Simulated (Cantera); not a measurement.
Feed: 1 mol SiH₄, 0.017 mol CH₄, 28 mol H₂, held at 100 Torr.

These are equilibrium values from Cantera (NASA tables, ideal gas, pure condensed phases), not measurements of a reactor. Candidate condensed phases: C, C₆H₆, C₇H₈, C₈H₁₈, Si, SiC; 87 gas species. Mutual solubility and eutectic melting of coexisting phases are not modelled. Gases not in the tables: Si₂H₆ and higher silanes. The numbers say what is thermodynamically allowed, not how fast it happens.

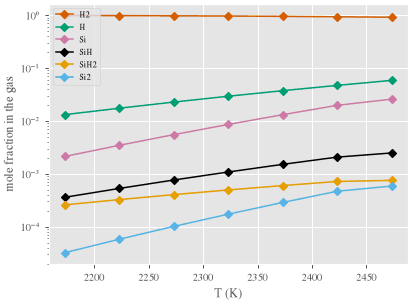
Figure. Equilibrium gas composition (values under 1e-9 drawn at 1e-9)

From 2173 K to 2223 K the condensed part is Si(l) + SiC(s). From 2273 K to 2423 K the condensed part is Si(l). At 2473 K nothing is condensed. The main Si-bearing gas is Si throughout. The share of Si in condensed phases is highest at 2173 K (90.8 %) and lowest at 2473 K (0.0 %).
